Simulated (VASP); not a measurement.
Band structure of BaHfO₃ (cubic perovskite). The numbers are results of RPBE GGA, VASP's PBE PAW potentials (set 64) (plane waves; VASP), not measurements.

Unless said otherwise, spin-orbit coupling is left out, though it shifts the bands of the heavy elements here.

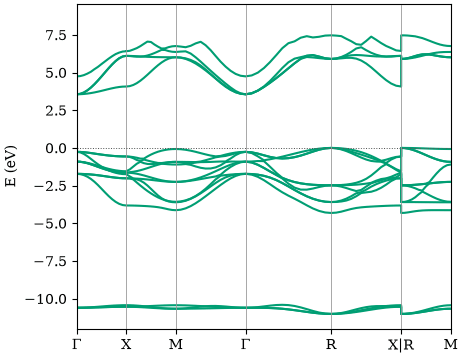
Fig. 1. Bands along high-symmetry lines, zero at the valence-band maximum or, without a gap, the Fermi level

Task: Read the plot: is there a gap, and where are the band edges?

Result: The gap is indirect, 3.56 eV, from the valence maximum at R to the conduction minimum at Γ. (Edges off the drawn lines would not show.)

The compound is BaHfO3 in the cubic perovskite structure. It was relaxed first.
